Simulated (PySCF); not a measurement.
**C4H9N, SMILES `N.C=CC=C`: what the electrons do**

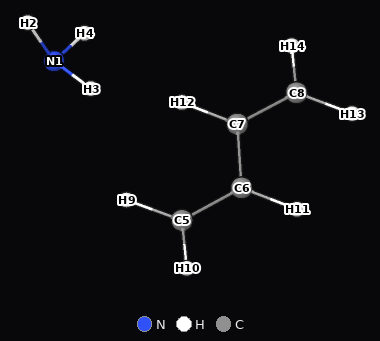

The molecule, with its atoms numbered as below.

Geometry (Å), atoms numbered from 1:

```
N1      -3.0193    0.6562    0.0200
H2      -3.8500    1.0820    0.4140
H3      -2.6645   -0.0068    0.6984
H4      -2.3220    1.3855   -0.0797
C5      -0.1141   -1.6824   -0.1676
C6       0.9257   -0.9267    0.1673
C7       1.0622    0.4604   -0.2227
C8       2.1194    1.2096    0.0725
H9      -0.9320   -1.2906   -0.7507
H10     -0.1834   -2.7159    0.1272
H11      1.7378   -1.3391    0.7532
H12      0.2413    0.8718   -0.7971
H13      2.9496    0.8177    0.6385
H14      2.1989    2.2361   -0.2411
```

## 1. Bonding charge

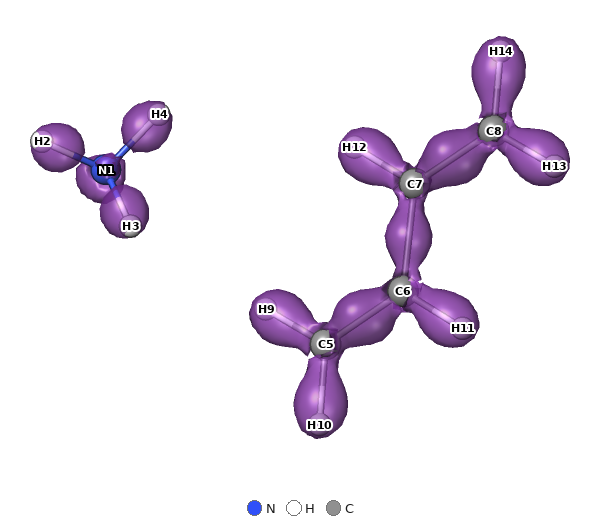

Deformation density (molecule less spherical, spin-averaged free atoms at the same positions), surfaces at ±0.27 e/Å³; purple: gain, green: loss.

Method: PBE/6-31+G*; geometry: an unrelaxed start of a pair search; program: PySCF.

Q: Describe the bonding that the map shows.

A: The five largest and four smallest: N1–H3: +0.72 e/Å³ at the bond critical point (bond length 1.01 Å). N1–H2: +0.72 e/Å³ at the bond critical point (bond length 1.01 Å). N1–H4: +0.72 e/Å³ at the bond critical point (bond length 1.01 Å). C5–C6: +0.68 e/Å³ at the bond critical point (bond length 1.33 Å). C7–C8: +0.68 e/Å³ at the bond critical point (bond length 1.33 Å). C6–H11: +0.65 e/Å³ at the bond critical point (bond length 1.08 Å). C7–H12: +0.65 e/Å³ at the bond critical point (bond length 1.08 Å). C8–H13: +0.64 e/Å³ at the bond critical point (bond length 1.08 Å). C6–C7: +0.53 e/Å³ at the bond critical point (bond length 1.45 Å). In all, 2.7 electrons gather in the regions of gain relative to the promolecule.

Q: Where do the Hirshfeld charges lie?

A: The highest Hirshfeld charge is on H2 (+0.10 e), the lowest on N1 (−0.29 e).

| atom | charge (e) |
| --- | --- |
| N1 | −0.29 |
| H2 | +0.10 |
| H3 | +0.10 |
| H4 | +0.10 |
| C5 | −0.09 |
| C6 | −0.05 |
| C7 | −0.05 |
| C8 | −0.09 |
| H9 | +0.05 |
| H10 | +0.04 |
| H11 | +0.05 |
| H12 | +0.05 |
| H13 | +0.04 |
| H14 | +0.04 |

## 2. Bond critical points

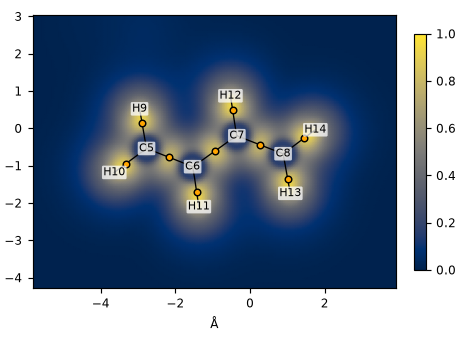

Localised orbital locator (LOL) in a plane through 10 of the atoms, with bond paths and bond critical points (dots).

Q: What values does LOL take at the bond critical points in this plane?

A: C5–H9: about 0.90; C6–H11: about 0.90; C7–H12: about 0.90; C5–H10: about 0.90; C8–H14: about 0.90; C8–H13: about 0.90; C6–C7: about 0.82; C5–C6: about 0.78; C7–C8: about 0.78. Values above 0.5 mark slow, localised electrons, as in shared pairs; low values at a critical point mark a polar or closed-shell contact whose critical point lies between the shells.

Q: Where along C5–H9 does the critical point lie?

A: 0.69 Å from C5 and 0.39 Å from H9.

## 3. Local ionisation energy

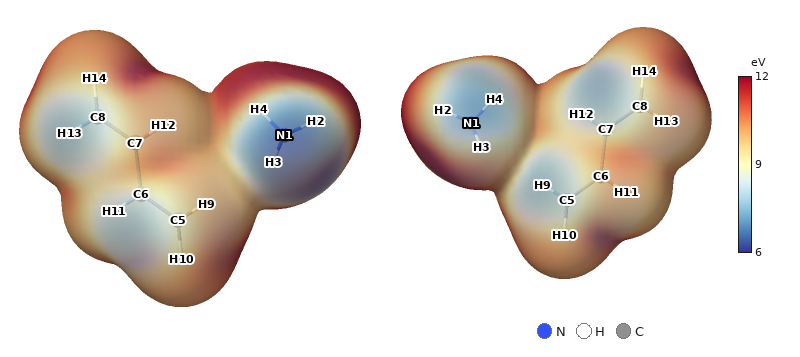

Average local ionisation energy on the surface of electron density 0.001 a.u. (back view left, front view right).

Q: Locate the minima of the map.

A: The lowest value is 6.2 eV, 2.1 Å from N1. Further minima include 7.2 eV, near H2 (1.97 Å), H4 (1.99 Å), H3 (2.05 Å) and N1 (2.14 Å); 7.3 eV, over C8, off the plane of its three bonds (2.1 Å); 7.4 eV, over C8, off the plane of its three bonds (2.1 Å). For comparison, the highest occupied orbital lies at −5.8 eV.

Q: What volume does the surface enclose, and what is the dipole moment?

A: About 134 Å³; the dipole moment is 1.7 D.

## 4. Excited states

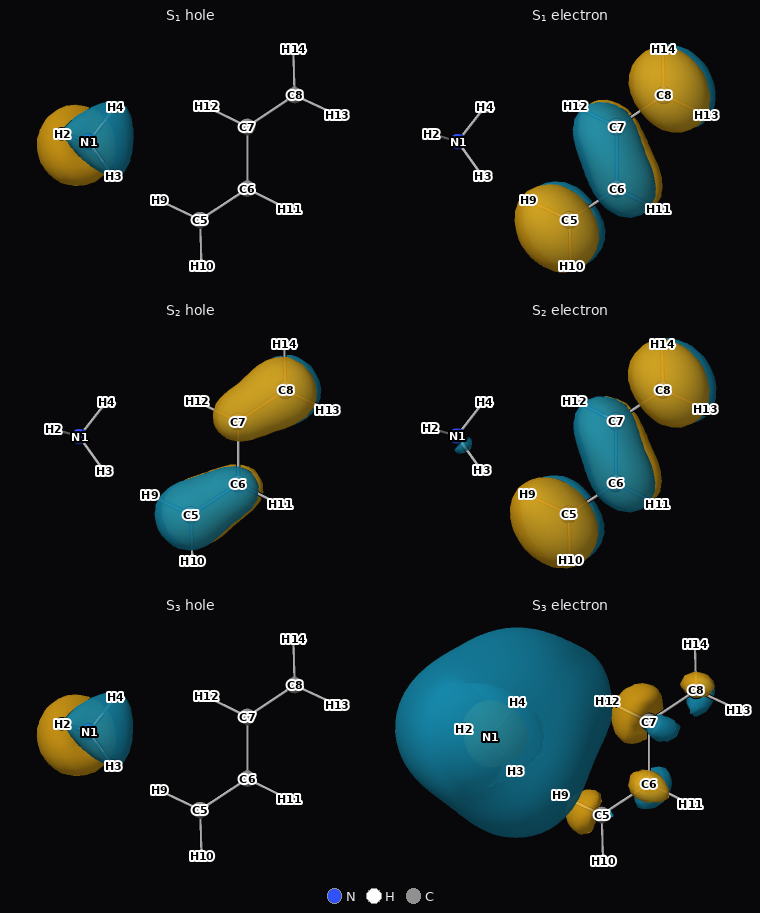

Leading natural transition orbitals (TDA singlet states).

Computed with PySCF, PBE0/def2-SVP, geometry: an unrelaxed start of a pair search. Without diffuse functions Rydberg states are missing, so the states' numbers hold for this basis only.

Q: Describe these excited states.

A: By state:
- S₁: 5.62 eV (221 nm), f = 0.001 (very weak), charge transfer, whose energy this functional puts too low; the leading pair carries 100 %; hole on N1 (80 %) and H2, H3 and H4 (6 % each), electron on C5 (26 %), C8 (25 %) and C6 (17 %); their centroids lie 4.1 Å apart.
- S₂: 6.63 eV (187 nm), f = 0.976 (bright); the leading pair carries 93 %; hole on C8 (28 %), C5 (26 %) and C6 and C7 (16 % each), electron on C5 (24 %), C8 (23 %) and C6 (17 %); their centroids lie 0.2 Å apart.
- S₃: 7.10 eV (175 nm), f = 0.067; the leading pair carries 98 %; hole on N1 (80 %) and H2, H3 and H4 (6 % each), electron on H4 (22 %), N1 (19 %) and H2 (18 %); their centroids lie 0.9 Å apart; S₄ lies within 0.1 eV of it.

The PySCF runs shown took 18 s and 4 min on 1 thread of Arm Neoverse V1 (shared host).
